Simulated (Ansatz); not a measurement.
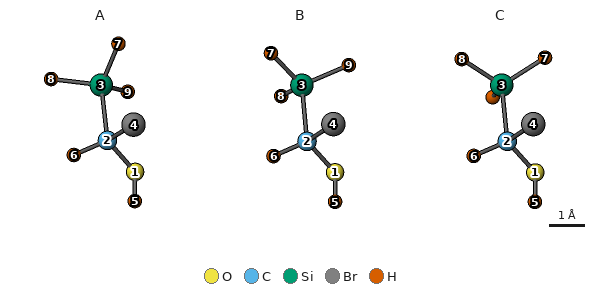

3 geometries from a converged minimum-energy path of CH₅BrOSi, shuffled. A ball-and-stick model, seen from a free direction.

Theory: RKS PBE0/def2-mTZVP (Ansatz 0.2.0). Settings: 7 movable images; climbing image; force threshold 0.03 eV/Å; iteration limit 46; starting path through a guess of the saddle point.

One of them is the converged climbing image. Which?

A. In order along the path, whose images run from 0 to 8: C (image 1, +1.4 kJ/mol), A (image 4, +9.8 kJ/mol), B (image 8, 0.0 kJ/mol). The motion is a rotation about the C2–Si3 bond by about 120°. No bond forms or breaks between the ends. Among the angles between lasting bonds that change up to the highest image: Si3–C2–Br4 106.5° → 109.8°, C2–Si3–H7 108.9° → 111.5°.

The run took 3.2 min on 2 threads of Arm Neoverse V2, on a shared host, peak memory 0.29 GiB.
